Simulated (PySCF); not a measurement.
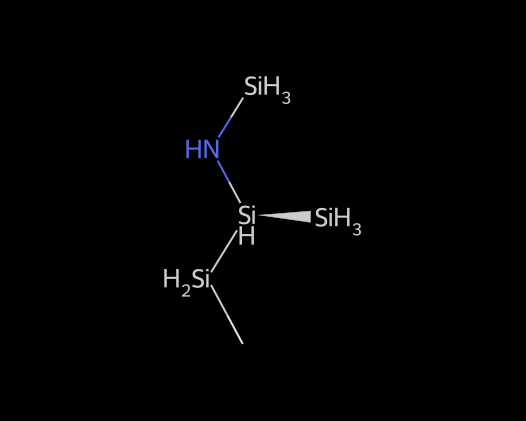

Computed geometry: GFN2-xTB optimisation. No frequency run is at hand to confirm it as a minimum. Method: CAM-B3LYP/def2-SVPD, gas phase (PySCF 2.14.0). Excitations: vertical, linear response.

Estimate the mean static polarisability.

Answer. 132.2 bohr³.

Estimate the brightest of the 8 lowest singlets.

Answer. 6.89 eV.

Estimate the HOMO–LUMO gap.

Answer. 8.79 eV.

What is the dipole moment?

Answer. 0.95 D.

The geometry is semi-empirical. Around Si such bond lengths and angles can be off by a tenth of an ångström or more and by several degrees, and values that hang on the shape move with them.
